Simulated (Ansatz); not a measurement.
# CClF2Si (SMILES F[Si](F)=[C+]Cl) (charge +1, triplet): what the fields show

The calculation's input:

```
crystal:
  periodic: [false, false, false]
  atoms:
    - {symbol: C, position_ang: [-2.222151, 0.483412, -2.219605]}
    - {symbol: Cl, position_ang: [-1.394683, 1.818212, -2.601211]}
    - {symbol: F, position_ang: [-3.862907, -1.758416, -1.503749]}
    - {symbol: F, position_ang: [-5.099158, 0.596075, -1.368685]}
    - {symbol: Si, position_ang: [-3.759313, -0.190649, -1.691560]}
basis:
  gaussian:
    orbitals: def2-TZVPD
total_charge: 1
magnetization:
  spin_polarized: true
  initial_magnetization: 2
hamiltonian:
  xc: pbe0
output: {forces: true, orbitals: {seedname: orbitals}}
```

Run with:

```sh
ansatz run input.yaml --threads 1 --pin off --max-ram 2610MiB --events-out events.jsonl --progress --plain --runs-dir runs
```

Geometry: BLYP-D3(BJ)/def2-SVP.

Level of theory: isolated molecule in a Gaussian basis; Kohn-Sham density functional theory, functional PBE0 (Ansatz 0.2.0).

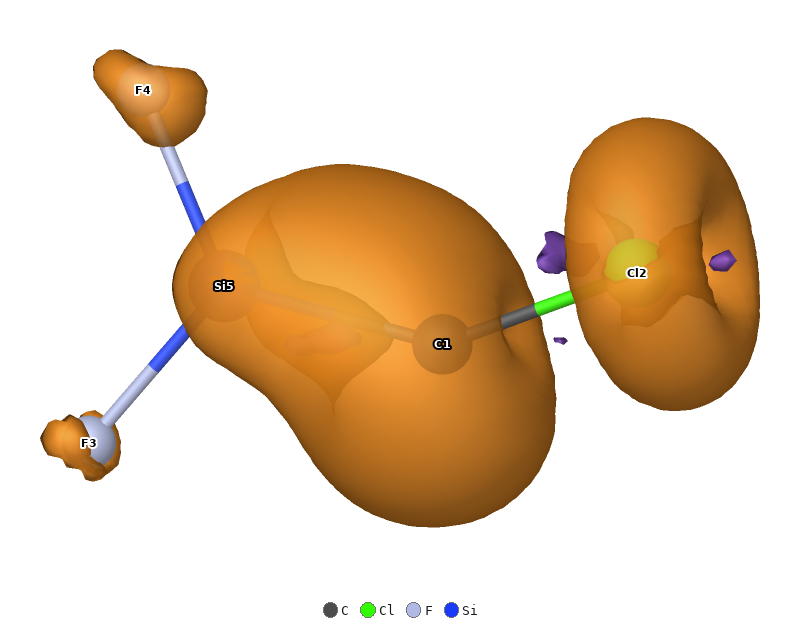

Figure 1. Isosurfaces of the spin density (α minus β) at +0.04 (orange) and −0.04 e/Å³ (purple), seen at a tilt.

Question: Where is the unpaired spin?

Answer: The unpaired spin (2 electrons) lies mostly on C1 (about 1.1), Cl2 (about 0.4) and Si5 (about 0.4), in electrons by Hirshfeld's partition.

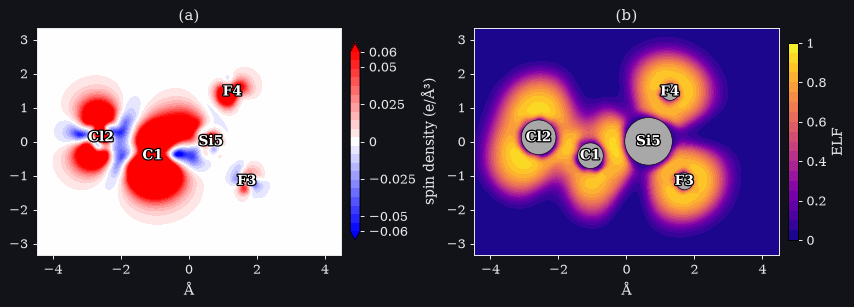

Figure 2. (a) spin density; (b) ELF on the molecular plane. Grey discs cover the atomic cores in the ELF map.

Question: What does the map show?

Answer:
- The section cuts through C, Cl, F and Si sites.
- Si–F (1.58 Å): the ELF peaks at about 0.80 in the valence shell of F, 0.6 Å from its nucleus, and is about 0.40 at the midpoint.
- C–Cl (1.62 Å): the ELF peaks at about 0.90 between the atoms; a covalent bond.
- C–Si (1.76 Å): the ELF peaks at about 0.90 between the atoms (a covalent bond).
- The ELF also peaks beside F3, Cl2 and F4, away from the bonds: non-bonding electrons, paired or unpaired.

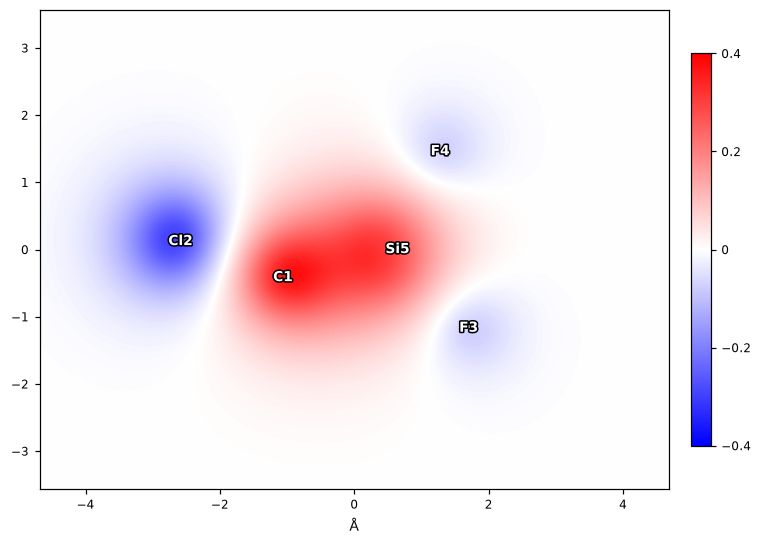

Figure 3. The LUMO (β) on a plane 0.8 Å above the molecular plane (values in Å⁻³ᐟ²; the overall sign is arbitrary).

Question: What is the character of this orbital?

Answer: By Hirshfeld shares it lies mainly on C1 (about 40 %), Si5 (about 35 %) and Cl2 (about 20 %); it changes sign across the molecular plane (π type); π-bonding across C1–Si5; π-antibonding (a node) across C1–Cl2. Its energy is −10.22 eV.
